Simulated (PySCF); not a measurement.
# S₄: relaxation and vibrations of the singlet

The task is one start of a wider search on S₄: the singlet, from a square start. It is relaxed, tested by its Hessian and followed downhill if it is a saddle.

Method: PBE0, basis S def2-TZVP, no relativity, density fitting; program: PySCF 2.14.0.

## 1. The system as given

4 atoms, charge 0, spin multiplicity 1.

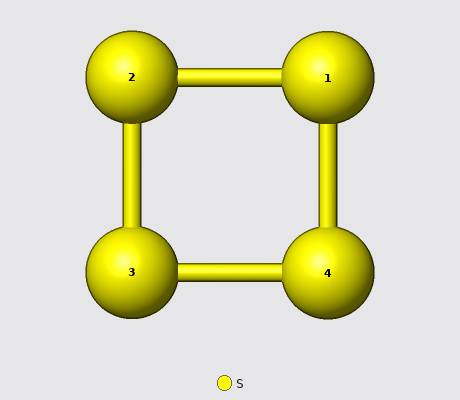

Start geometry, drawn with sulfur yellow; atoms are numbered from 1 in the order of the file.

```xyz
4
charge 0 multiplicity 1
S     1.0300    1.0300    0.0000
S    -1.0300    1.0300    0.0000
S    -1.0300   -1.0300    0.0000
S     1.0300   -1.0300    0.0000
```

## 2. Finding the electronic state

One driver script runs all steps and calls PySCF; scf.py shows how it sets up the SCF of each step. The optimiser is the driver's own. After this first run the driver tries any further starts and a stability analysis.

The input, scf.py:

```python
from pyscf import gto, scf, dft
mol = gto.M(atom='''
S      1.030000     1.030000     0.000000
S     -1.030000     1.030000     0.000000
S     -1.030000    -1.030000     0.000000
S      1.030000    -1.030000     0.000000''',
    basis={'S': 'def2-TZVP'},
    charge=0, spin=0)
mf = dft.RKS(mol, xc='PBE0')
mf.grids.atom_grid = (50, 194)
aux = {'S': 'def2-universal-JKFIT'}
mf = mf.density_fit(auxbasis=aux)
mf.conv_tol = 1e-08
mf.diis_space = 10
mf.max_cycle = 60
mf.init_guess = 'minao'
mf.verbose = 4
mf.kernel()
```

Started as:

```bash
> OMP_NUM_THREADS=4 python axn.py task.json out
```

Standard output:

```text
init E= -1592.96137686259
  HOMO = -0.182398002093759  LUMO = -0.148235883376898  gap/eV = 0.92960
cycle= 1 E= -1592.21580955875  delta_E= 0.746  |g|= 0.221  |ddm|= 2.34
  HOMO = -0.200033373373866  LUMO = -0.12359074022864  gap/eV = 2.08011
cycle= 2 E= -1592.2194934257  delta_E= -0.00368  |g|= 0.141  |ddm|= 0.167
  HOMO = -0.188497972336414  LUMO = -0.106790207668554  gap/eV = 2.22338
cycle= 3 E= -1592.22321655749  delta_E= -0.00372  |g|= 0.0545  |ddm|= 0.142
  HOMO = -0.193264665204424  LUMO = -0.111114038080552  gap/eV = 2.23543
cycle= 4 E= -1592.2240157055  delta_E= -0.000799  |g|= 0.00317  |ddm|= 0.0404
  HOMO = -0.193555017301492  LUMO = -0.111253254171103  gap/eV = 2.23955
cycle= 5 E= -1592.22401733136  delta_E= -1.63e-06  |g|= 0.000533  |ddm|= 0.00262
  HOMO = -0.193474802374855  LUMO = -0.111185828015426  gap/eV = 2.23920
cycle= 6 E= -1592.22401738975  delta_E= -5.84e-08  |g|= 3.58e-05  |ddm|= 0.000779
  HOMO = -0.193479238556208  LUMO = -0.111190462957553  gap/eV = 2.23919
cycle= 7 E= -1592.2240173905  delta_E= -7.47e-10  |g|= 8.77e-06  |ddm|= 8.66e-05
  HOMO = -0.193477926387065  LUMO = -0.111188847023627  gap/eV = 2.23920
Extra cycle  E= -1592.22401739052  delta_E= -1.55e-11  |g|= 7.06e-06  |ddm|= 1.74e-05
converged SCF energy = -1592.22401739052
```

This step, with its further starts and checks, took 30 s on 4 threads of Arm Neoverse V1, shared host.

The starts that the driver tried:

| start | energy (Eh) |
| --- | --- |
| the minimal-basis guess | -1592.224017 |
| a thermally smeared density | -1592.224017 |
| a smeared PBE density | -1592.224017 |

No lower closed-shell solution turned up from the other starts or in the test of internal stability.

## 3. Square start, singlet: relaxation

The program finds D4h symmetry in the start, which this walk keeps. Threshold on the gradient: 0.0003 Eh/bohr, with a further test on the energy change.

scf.py, as its differences from that of step 2:

```diff
@@ -16 +15,0 @@
-mf.init_guess = 'minao'
```

The optimiser's trace:

| step | energy (Eh) | change (kJ/mol) | largest symmetric gradient (Eh/bohr) |
| --- | --- | --- | --- |
| 0 | -1592.224017 | 0.00 | 0.01692 |
| 1 | -1592.226931 | -7.65 | 0.00354 |
| 2 | -1592.227080 | -8.04 | 0.00036 |
| 3 | -1592.227082 | -8.05 | 0.00001 |

The walk took 34 s.

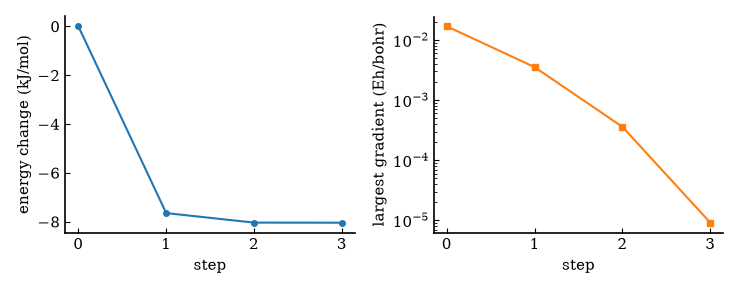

Energy and largest gradient along the walk.

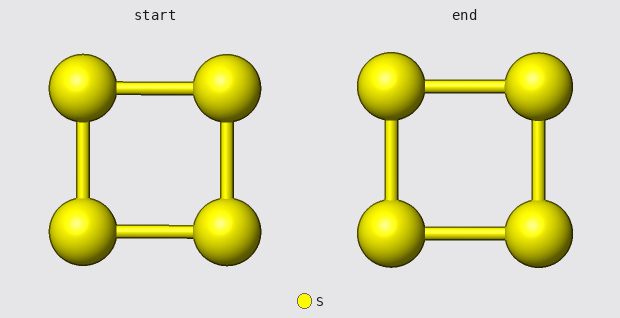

Start and end of the relaxation.

End point (D4h, 3 steps, 8.0 kJ/mol gained): S–S 2.110 Å (×4); S–S–S 90.0° (×4).

## 4. Vibrations and properties at this point

On the finer grid the gradient is checked again; gradients at displacements of ±0.02 bohr then give force constants and infrared intensities.

scf.py, as its differences from that of step 3:

```diff
@@ -3,4 +3,4 @@
-S      1.030000     1.030000     0.000000
-S     -1.030000     1.030000     0.000000
-S     -1.030000    -1.030000     0.000000
-S      1.030000    -1.030000     0.000000''',
+S      1.054827     1.054827     0.000000
+S     -1.054827     1.054827     0.000000
+S     -1.054827    -1.054827     0.000000
+S      1.054827    -1.054827     0.000000''',
@@ -10 +10 @@
-mf.grids.atom_grid = (50, 194)
+mf.grids.atom_grid = (75, 302)
@@ -13 +13 @@
-mf.conv_tol = 1e-08
+mf.conv_tol = 1e-10
```

The driver hands on the density of the step before, so the log starts near convergence.

Log of the central SCF (cycles and frontier levels):

```text
init E= -1592.22711509823
  HOMO = -0.200874392307771  LUMO = -0.117999474938906  gap/eV = 2.25514
cycle= 1 E= -1592.22711509823  delta_E= -1.14e-12  |g|= 5.24e-06  |ddm|= 7.91e-06
  HOMO = -0.200873459587179  LUMO = -0.117998389712992  gap/eV = 2.25515
Extra cycle  E= -1592.22711509822  delta_E= 5.46e-12  |g|= 6.59e-06  |ddm|= 8.96e-06
converged SCF energy = -1592.22711509822
```

The whole step took 45 s.

Geometry: D4h; S–S 2.110 Å (×4); S–S–S 90.0° (×4).

Harmonic modes (main isotopes):

| symmetry | ω (cm⁻¹) | IR (km/mol) | μ (u) |
| --- | --- | --- | --- |
| b2u | 168i | 0.0 | 31.97 |
| b1g | 269 | 0.0 | 31.97 |
| eu | 503 | 7.6 | 31.97 |
| a1g | 516 | 0.0 | 31.97 |
| b2g | 556 | 0.0 | 31.97 |

With 1 mode imaginary (up to 168i cm⁻¹) this point is a saddle.

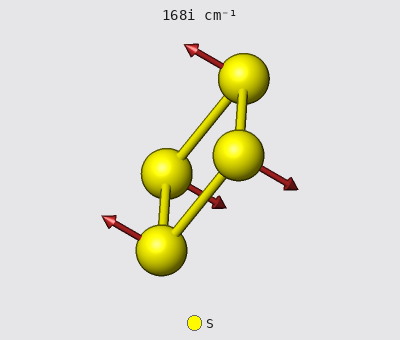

The imaginary mode, as arrows.

Properties at this point:

```
Dipole moment                                                   : 0.00 D
Highest occupied level                                          : -5.47 eV
Lowest empty level                                              : -3.21 eV
Rotational constants                                            : 0.1185, 0.1185, 0.05923 cm⁻¹
Zero-point energy (real modes)                                  : 14.0 kJ/mol
Principal polarisabilities                                      : 38.3, 77.3, 77.3 bohr³
Atomisation energy without zero-point energy                    : 872 kJ/mol
Principal traceless quadrupole moments about the centre of mass : -7.43, 3.72, 3.72 D Å
```

Charges (e) and bond orders:

```
atom  Mulliken  Löwdin  polar tensor  Mayer order to S1
  S1      0.00    0.00          0.00                  –
S2,4      0.00    0.00          0.00               1.06
  S3      0.00    0.00          0.00               0.05
```

Outer orbital energies (eV). occupied: -13.07, -12.01, -11.07, -9.72, -9.72, -8.24, -8.24, -5.47; empty: -3.21, -3.21, -0.72, 0.03.

Mulliken populations on S1: s 5.88, p 9.95, d 0.16, f 0.01.

## 5. Leaving the saddle point

The atoms are moved a little along the softest imaginary mode and relaxed again.

The program finds D2d symmetry in the start, which this walk keeps. The walk stops when the largest gradient is under 0.0003 Eh/bohr and the energy has settled too.

scf.py, as its differences from that of step 4:

```diff
@@ -3,4 +3,4 @@
-S      1.054827     1.054827     0.000000
-S     -1.054827     1.054827     0.000000
-S     -1.054827    -1.054827     0.000000
-S      1.054827    -1.054827     0.000000''',
+S      1.054827     1.054827     0.120000
+S     -1.054827     1.054827    -0.120000
+S     -1.054827    -1.054827     0.120000
+S      1.054827    -1.054827    -0.120000''',
@@ -10 +10 @@
-mf.grids.atom_grid = (75, 302)
+mf.grids.atom_grid = (50, 194)
@@ -13 +13 @@
-mf.conv_tol = 1e-10
+mf.conv_tol = 1e-08
```

Steps of the walk:

| step | energy (Eh) | change (kJ/mol) | largest symmetric gradient (Eh/bohr) |
| --- | --- | --- | --- |
| 0 | -1592.229967 | 0.00 | 0.00536 |
| 1 | -1592.235708 | -15.07 | 0.01465 |
| 2 | -1592.238217 | -21.66 | 0.00419 |
| 3 | -1592.238836 | -23.28 | 0.00211 |
| 4 | -1592.239036 | -23.81 | 0.00031 |
| 5 | -1592.239039 | -23.82 | 0.00004 |

The walk took 12 s.

Geometry (Å) and forces (eV/Å) at some steps:

```
step 0
S    1.055   1.055   0.120  -0.276  -0.276   0.256
S   -1.055   1.055  -0.120   0.276  -0.276  -0.256
S   -1.055  -1.055   0.120   0.276   0.276   0.256
S    1.055  -1.055  -0.120  -0.276   0.276  -0.256
step 1
S    1.031   1.031   0.309  -0.753  -0.753  -0.370
S   -1.031   1.031  -0.309   0.753  -0.753   0.370
S   -1.031  -1.031   0.309   0.753   0.753  -0.370
S    1.031  -1.031  -0.309  -0.753   0.753   0.370
step 3
S    0.993   0.993   0.332   0.108   0.108  -0.057
S   -0.993   0.993  -0.332  -0.108   0.108   0.057
S   -0.993  -0.993   0.332  -0.108  -0.108  -0.057
S    0.993  -0.993  -0.332   0.108  -0.108   0.057
step 5
S    1.001   1.001   0.315  -0.002  -0.002  -0.001
S   -1.001   1.001  -0.315   0.002  -0.002   0.001
S   -1.001  -1.001   0.315   0.002   0.002  -0.001
S    1.001  -1.001  -0.315  -0.002   0.002   0.001
```

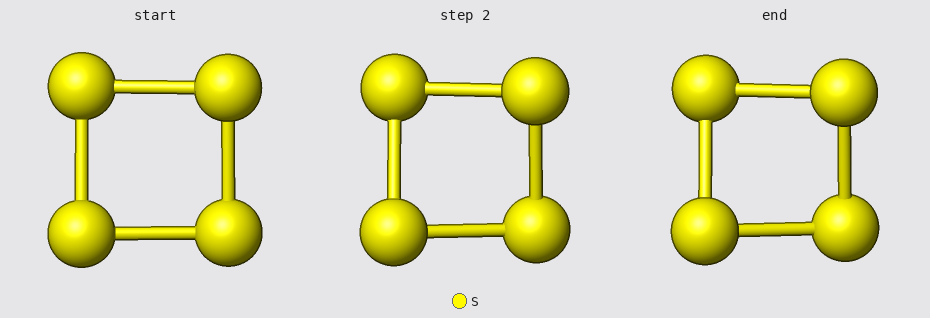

Start and end of the relaxation, with a step between.

It settles in D2d symmetry, 23.8 kJ/mol below the start, after 5 steps: S–S 2.099 Å (×4); S–S–S 84.8° (×4).

## 6. Frequencies

As before: finer grid, then central differences.

scf.py, as its differences from that of step 5:

```diff
@@ -3,4 +3,4 @@
-S      1.054827     1.054827     0.120000
-S     -1.054827     1.054827    -0.120000
-S     -1.054827    -1.054827     0.120000
-S      1.054827    -1.054827    -0.120000''',
+S      1.001091     1.001091     0.314740
+S     -1.001091     1.001091    -0.314740
+S     -1.001091    -1.001091     0.314740
+S      1.001091    -1.001091    -0.314740''',
@@ -10 +10 @@
-mf.grids.atom_grid = (50, 194)
+mf.grids.atom_grid = (75, 302)
@@ -13 +13 @@
-mf.conv_tol = 1e-08
+mf.conv_tol = 1e-10
```

SCF at the final geometry:

```text
init E= -1592.23898534153
  HOMO = -0.228748969391965  LUMO = -0.101621188604199  gap/eV = 3.45932
cycle= 1 E= -1592.23898534153  delta_E= 2.5e-12  |g|= 1.28e-06  |ddm|= 1.8e-06
  HOMO = -0.22874878983469  LUMO = -0.101621011555681  gap/eV = 3.45932
Extra cycle  E= -1592.23898534152  delta_E= 3.87e-12  |g|= 1.88e-06  |ddm|= 2.53e-06
converged SCF energy = -1592.23898534152
```

The whole step took 43 s on 4 threads of Arm Neoverse V1, shared host.

Geometry: D2d; S–S 2.099 Å (×4); S–S–S 84.8° (×4).

Harmonic modes (main isotopes):

```json
{"symmetry": "a1", "ω (cm⁻¹)": "211", "IR (km/mol)": "0.0"}
{"symmetry": "b2", "ω (cm⁻¹)": "303", "IR (km/mol)": "0.0"}
{"symmetry": "e", "ω (cm⁻¹)": "454", "IR (km/mol)": "0.0"}
{"symmetry": "b1", "ω (cm⁻¹)": "483", "IR (km/mol)": "0.0"}
{"symmetry": "a1", "ω (cm⁻¹)": "544", "IR (km/mol)": "0.0"}
```

All wavenumbers are real: a minimum.

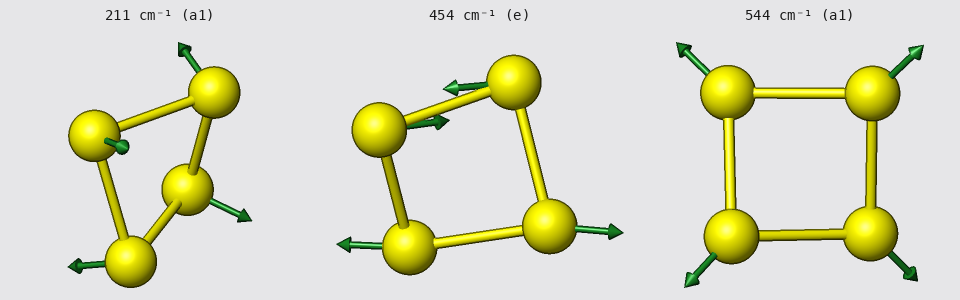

Displacements of 3 of the modes, as arrows (one member where a mode is degenerate).

Constants and moments:

```
Dipole moment                                                   : 0.00 D
Highest occupied level                                          : -6.22 eV
Lowest empty level                                              : -2.77 eV
Rotational constants                                            : 0.1197, 0.1197, 0.06576 cm⁻¹
Zero-point energy                                               : 14.6 kJ/mol
Principal polarisabilities                                      : 44.2, 75.3, 75.3 bohr³
Atomisation energy without zero-point energy                    : 903 kJ/mol
Principal traceless quadrupole moments about the centre of mass : -5.39, 2.69, 2.69 D Å
Entropy at 298.15 K and 1 bar                                   : 296.7 J/(mol K)
Heat capacity Cp at 298.15 K                                    : 69.4 J/(mol K)
Enthalpy at 298.15 K above 0 K                                  : 14.93 kJ/mol
Rotational symmetry number                                      : 4
```

Populations by atom (charges in e):

| atom | Mulliken | Löwdin | polar tensor | Mayer order to S1 |
| --- | --- | --- | --- | --- |
| S1 | 0.00 | 0.00 | 0.00 | – |
| S2,4 | 0.00 | 0.00 | 0.00 | 1.08 |
| S3 | 0.00 | 0.00 | 0.00 | 0.07 |

Outer orbital energies (eV). occupied: -12.72, -12.13, -11.05, -10.18, -10.18, -7.61, -7.61, -6.22; empty: -2.77, -2.77, -1.43, -0.23.

Mulliken populations on S1: s 5.88, p 9.94, d 0.17, f 0.01.

## 7. Stability of the closed shell

At the lowest minimum the closed shell is tested against spin polarisation, on the (50, 194) grid. It is stable.

## 8. The points found, side by side

| spin | group | bonds | imaginary modes (cm⁻¹) | ΔE (kJ/mol) | with zero-point energy |
| --- | --- | --- | --- | --- | --- |
| singlet | D2d | S–S 2.099 Å (×4) | none | 0.0 | 0.0 |
| singlet | D4h | S–S 2.110 Å (×4) | 168i | 31.2 | – |

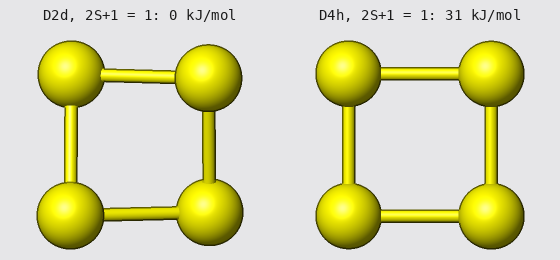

The points, lowest first (sulfur yellow).

## 9. What came out

```
                                 quantity                                            value
                                  minimum                                     singlet, D2d
                                 geometry               S–S 2.099 Å (×4); S–S–S 84.8° (×4)
                       wavenumbers (cm⁻¹)  211 (a1), 303 (b2), 454 (e), 483 (b1), 544 (a1)
                            dipole moment                                           0.00 D
     highest occupied, lowest empty level                                  -6.22, -2.77 eV
                polar-tensor charge of S1                                          -0.00 e
                        zero-point energy                                      14.6 kJ/mol
                      entropy at 298.15 K                                  296.7 J/(mol K)
atomisation energy (no zero-point energy)                                       903 kJ/mol
```

What this shows: From D4h at the start the molecule goes to a D2d minimum, after a stop at a saddle point 31.2 kJ/mol higher, from which it was pushed off along an imaginary mode. Only this shape and spin were tried, so other structures or states may lie lower.

The search up to here took 2.8 min.
